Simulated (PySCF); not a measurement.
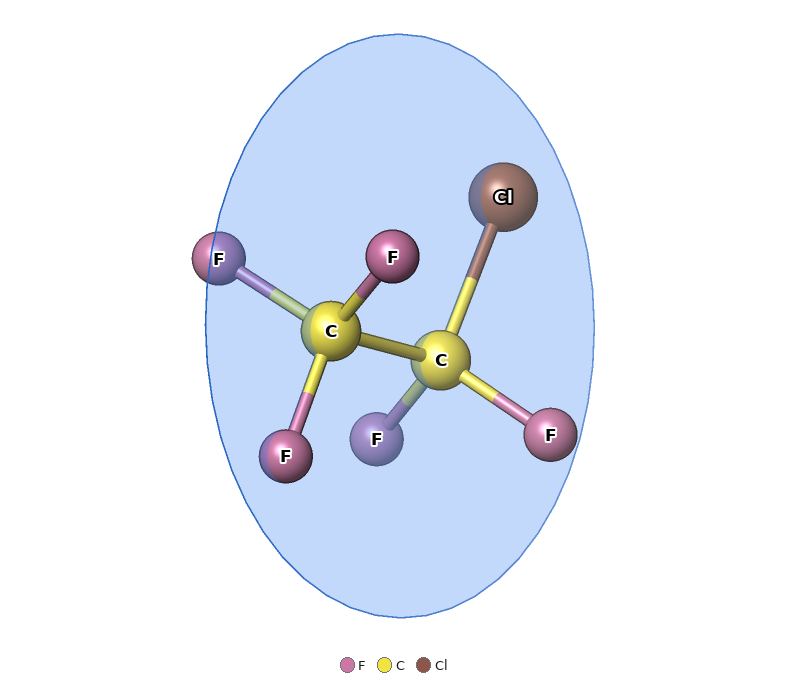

All proper rotation axes (lines) and mirror planes (discs) of the structure are drawn in. Depth is shown by fading: the farther an atom, the more it takes the colour of the background. Computed geometry: PBE0-D3(BJ)/def2-SVP optimisation. No frequency run is at hand to confirm it as a minimum.

> Name the symmetry elements and the point group.

It has 1 mirror plane. Point group Cs. The group has 2 operations. The geometry is achiral, and symmetry allows a dipole moment.
